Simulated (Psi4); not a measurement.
**UMP3/def2-SVP (core potential) run of InNH2Cl (SMILES [NH2][In][Cl])**

Aim: the vertical ionisation energy of InNH2Cl at UMP3/def2-SVP (core potential), from 2 runs. 

Program for the calculation: Psi4 1.11.

### Step 1. Starting point

The species is InNH2Cl (5 atoms), meant as a doublet with charge 0. SMILES: `[NH2][In][Cl]`. Geometry: relaxed at PBE0-D4/def2-TZVP. This is one conformer, not always the lowest.

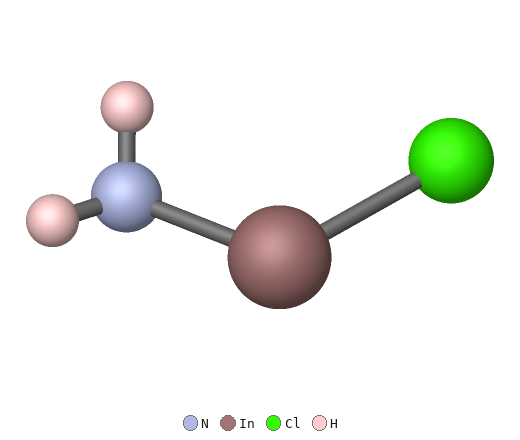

Viewed from a chosen angle; nitrogen light blue, indium brown, chlorine green, hydrogen pink.

### Step 2. A single-point energy at UMP3/def2-SVP (core potential)

The input, job.json:

```json
{
 "schema_name": "qcschema_input",
 "schema_version": 1,
 "molecule": {
  "schema_name": "qcschema_molecule",
  "schema_version": 2,
  "symbols": ["N", "In", "Cl", "H", "H"],
  "geometry": [-0.26947495, 1.52803254, -0.93333573, -0.77781127, -2.30130847, -0.28969501, 2.6295539, -4.17912932, 1.925064, -1.88915921, 2.4260304, -1.42995576, 0.40118886, 2.38710204, 0.64968784],
  "molecular_charge": 0,
  "molecular_multiplicity": 2,
  "fix_symmetry": "c1"
 },
 "driver": "energy",
 "model": {
  "method": "mp3",
  "basis": "def2-SVP"
 },
 "keywords": {
  "reference": "uhf",
  "puream": true,
  "e_convergence": 1e-09,
  "d_convergence": 1e-08,
  "scf_type": "pk",
  "num_frozen_docc": 10,
  "maxiter": 100,
  "mp_type": "conv"
 }
}
```

Started as:

```console
$ psi4 --qcschema job.json -n 1 --memory 2200MB
```

stdout (excerpt; [...] marks lines left out):

```text
[...]
    !!!  WARNING: ECP capability is in beta. Please check occupations closely.  !!!
[...]
  Running in c1 symmetry.
[...]
  Nuclear repulsion =  154.716518858565308
[...]
  Multiplicity = 2
[...]
  Nalpha       = 24
  Nbeta        = 23
[...]
    Number of basis functions: 68
[...]
   @UHF iter   1:  -704.00624820176097   -1.52583e+00   8.08721e-03 ADIIS/DIIS
[...]
   @UHF iter  17:  -704.17456298802574   -2.84217e-12   4.89824e-09 DIIS
[...]
   @S^2 Observed:                7.704485812E-01
[...]
    Orbital Energies [Eh]
    ---------------------
    Alpha Occupied:
       1A   -104.745952     2A    -15.552357     3A    -10.507932
       4A     -7.984026     5A     -7.979918     6A     -7.979864
       7A     -5.409211     8A     -3.667275     9A     -3.663854
      10A     -3.659847    11A     -1.123915    12A     -1.077923
      13A     -1.052059    14A     -1.049583    15A     -1.048655
      16A     -1.032721    17A     -1.004929    18A     -0.633944
      19A     -0.568739    20A     -0.482348    21A     -0.434780
      22A     -0.429105    23A     -0.419872    24A     -0.325575
    Alpha Virtual:
      25A      0.031949    26A      0.100786    27A      0.115649
[...]
  @UHF Final Energy:  -704.17456298802574
   => Energetics <=
    Nuclear Repulsion Energy =            154.7165188585653084
    One-Electron Energy =               -1354.6590009449341778
    Two-Electron Energy =                 495.7679190983431567
    Total Energy =                       -704.1745629880258548
  UHF NO Occupations:
  HONO-2 :   22  A 1.9991145
  HONO-1 :   23  A 1.9913654
[...]
 Multipole Moments:
 ------------------------------------------------------------------------------------
     Multipole            Electronic (a.u.)      Nuclear  (a.u.)        Total (a.u.)
 ------------------------------------------------------------------------------------
 L = 1.  Multiply by 2.5417464519 to convert [e a0] to [Debye]
 Dipole X            :        -27.1145144           25.7573825           -1.3571319
 Dipole Y            :         -4.5705660            5.0215680            0.4510020
 Dipole Z            :        -13.8699798           13.6131491           -0.2568307
 Magnitude           :                                                    1.4529872
[...]
	SCS-MP2 Total Energy (a.u.)        :  -704.53660364491998
	SOS-MP2 Total Energy (a.u.)        :  -704.53108443808924
[...]
	SOS-PI-MP2 Total Energy (a.u.)     :  -704.55850916501720
[...]
	MP2 Total Energy (a.u.)            :  -704.54764205858169
[...]
	SCS-MP3 Total Energy (a.u.)        :  -704.54177593399913
[...]
	MP3 Total Energy (a.u.)            :  -704.56833121489808
[...]
```

The result, in JSON:

```text
{
 "driver": "energy",
 "model": {
  "method": "mp3",
  "basis": "def2-SVP"
 },
 "success": true,
 "return_result": -704.5683312148981,
 "properties": {
  "calcinfo_nbasis": 68,
  "calcinfo_nmo": 68,
  "calcinfo_nalpha": 24,
  "calcinfo_nbeta": 23,
  "calcinfo_natom": 5,
  "nuclear_repulsion_energy": 154.7165188585653,
  "return_energy": -704.5683312148981,
  "scf_one_electron_energy": -1354.6590009449342,
  "scf_two_electron_energy": 495.76791909834316,
  "scf_dipole_moment": [-1.3571318896208808, 0.451001973140734, -0.2568306588697773],
  "scf_total_energy": -704.1745629880257,
  "scf_iterations": 17,
  "mp2_same_spin_correlation_energy": -0.09883180127633127,
  "mp2_opposite_spin_correlation_energy": -0.2742472692795989,
  "mp2_singles_energy": 0.0,
  "mp2_doubles_energy": -0.3730790705559302,
  "mp2_correlation_energy": -0.3730790705559457,
  "mp2_total_energy": -704.5476420585817
 }
}
```

Run time: 15 s. Hardware: 1 thread of Intel Xeon at 2.50GHz (Skylake/Cascade Lake), shared host; peak memory 0.34 GiB.

### Step 3. The singlet cation at the same level

The input, calc.in:

```
memory 2200 mb

molecule mol {
  1 1
  N     -0.142600     0.808600    -0.493900
  In    -0.411600    -1.217800    -0.153300
  Cl     1.391500    -2.211500     1.018700
  H     -0.999700     1.283800    -0.756700
  H      0.212300     1.263200     0.343800
  symmetry c1
  no_reorient
  no_com
}

set {
  reference       rhf
  puream          true
  e_convergence   1e-09
  d_convergence   1e-08
  scf_type        pk
  num_frozen_docc 10
  mp_type         conv
}

e_tot, wfn = energy("mp3/def2-SVP", return_wfn=True)
```

Started as:

```console
$ psi4 calc.in calc.out -n 1
```

calc.out (excerpt; [...] marks lines left out):

```text
[...]
    !!!  WARNING: ECP capability is in beta. Please check occupations closely.  !!!
[...]
  Running in c1 symmetry.
[...]
  Nuclear repulsion =  154.716518533842418
[...]
  Multiplicity = 1
[...]
  Nalpha       = 23
  Nbeta        = 23
[...]
    Number of basis functions: 68
[...]
   @RHF iter   1:  -703.67135123635671   -1.17521e+00   7.86253e-03 ADIIS/DIIS
[...]
   @RHF iter  14:  -703.87187856386208   -1.01181e-11   7.33912e-09 DIIS
[...]
    Orbital Energies [Eh]
    ---------------------
    Doubly Occupied:
       1A   -104.975422     2A    -15.791746     3A    -10.735156
       4A     -8.209437     5A     -8.206592     6A     -8.206538
       7A     -5.682571     8A     -3.940801     9A     -3.939847
      10A     -3.933677    11A     -1.356350    12A     -1.333909
      13A     -1.326220    14A     -1.323755    15A     -1.319326
      16A     -1.279135    17A     -1.225116    18A     -0.852478
      19A     -0.768564    20A     -0.679354    21A     -0.635700
      22A     -0.632794    23A     -0.606577
[...]
  @RHF Final Energy:  -703.87187856386208
   => Energetics <=
    Nuclear Repulsion Energy =            154.7165185338424180
    One-Electron Energy =               -1343.2546655400622058
    Two-Electron Energy =                 484.6662684423577048
    Total Energy =                       -703.8718785638620830
[...]
 Multipole Moments:
 ------------------------------------------------------------------------------------
     Multipole            Electronic (a.u.)      Nuclear  (a.u.)        Total (a.u.)
 ------------------------------------------------------------------------------------
 L = 1.  Multiply by 2.5417464519 to convert [e a0] to [Debye]
 Dipole X            :        -27.0537938           24.9940847           -2.0597091
 Dipole Y            :        101.9911119         -103.8633163           -1.8722044
 Dipole Z            :        -19.8877931           19.3288747           -0.5589184
 Magnitude           :                                                    2.8390035
[...]
	SCS-MP2 Total Energy (a.u.)        :  -704.24391084128774
	SOS-MP2 Total Energy (a.u.)        :  -704.23932697507735
[...]
	SOS-PI-MP2 Total Energy (a.u.)     :  -704.26759223747854
[...]
	MP2 Total Energy (a.u.)            :  -704.25307857370865
[...]
	SCS-MP3 Total Energy (a.u.)        :  -704.24839299745042
[...]
	MP3 Total Energy (a.u.)            :  -704.27100719835926
[...]
```

Wall time 12 s (1 thread of Intel Xeon at 2.50GHz (Skylake/Cascade Lake), shared host); peak memory 0.33 GiB.

### Step 4. Outcome

Level: UMP3/def2-SVP (core potential), 10 core orbitals frozen.

| quantity | value |
| --- | --- |
| doublet InNH2Cl: total energy | -704.56833 Eh |
| doublet InNH2Cl: HOMO energy (Hartree–Fock orbitals) (highest over α and β) | -8.86 eV |
| doublet InNH2Cl: LUMO energy (Hartree–Fock orbitals) (lowest over α and β) | -0.06 eV |
| doublet InNH2Cl: correlation energy (10 core orbitals frozen) | -393.8 mEh |
| doublet InNH2Cl: ⟨S²⟩ of the reference determinant | 0.770 |
| singlet cation: total energy | -704.27101 Eh |
| singlet cation: HOMO energy (Hartree–Fock orbitals) | -16.51 eV |
| singlet cation: LUMO energy (Hartree–Fock orbitals) | -7.56 eV |
| singlet cation: HOMO–LUMO gap (Hartree–Fock orbitals) | 8.94 eV |
| singlet cation: correlation energy (10 core orbitals frozen) | -399.1 mEh |
| vertical ionisation energy (to the singlet cation) | 8.091 eV |

**Reading.** Removing an electron at fixed nuclei costs 8.09 eV (187 kcal/mol). Only the singlet of the ionised species was computed; a triplet could lie lower.
